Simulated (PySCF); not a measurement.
The calculation's input:

```
{"job": {"kind": "nmr", "xc": "PBE0", "basis": "pcSseg-1", "pop": false}, "charge": 0, "multiplicity": 1}
C     -2.580200    -0.561500     0.061000
C     -1.686000    -0.362200     1.310900
Si     0.196100     0.233000     0.995200
Si     1.165300    -1.324900    -0.244100
P     -0.257600     2.336500     0.225500
H     -2.674900     0.439000    -0.377900
H     -2.008600    -1.177500    -0.655300
H     -3.519400    -0.978100     0.242200
H     -2.084800     0.447000     1.867200
H     -1.718100    -1.241000     1.912300
H      0.901500     0.631600     2.229000
H      0.338400    -1.860100    -1.282400
H      2.392000    -0.870500    -0.793700
H      1.550500    -2.308700     0.694200
H      1.025600     2.694400     0.513200
H      0.108900     2.138500    -1.108500
```

Launched as:

```sh
OMP_NUM_THREADS=1 python probes_run.py task.json out
```

Geometry: GFN2-xTB, MD frame at 250 fs, 400 K.

Method: PBE0/pcSseg-1, SCF density, gas phase, non-relativistic (PySCF).

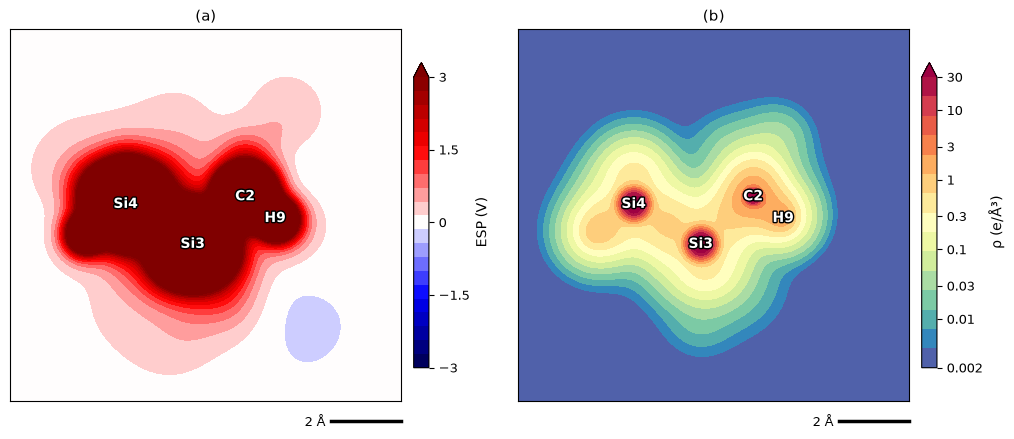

C₂H₁₁PSi₂. (a) electrostatic potential; (b) electron density on the plane of atoms C2, Si3 and Si4.

**What does the map show?**

The section cuts through C, Si and H sites.
C–Si (2.00 Å): ρ is about 0.79 e/Å³ halfway.
Si–Si (2.21 Å): ρ at the midpoint is about 0.75 e/Å³.
C–H (1.06 Å): ρ at the midpoint is about 2.1 e/Å³.
The potential has no marked negative region in this plane.
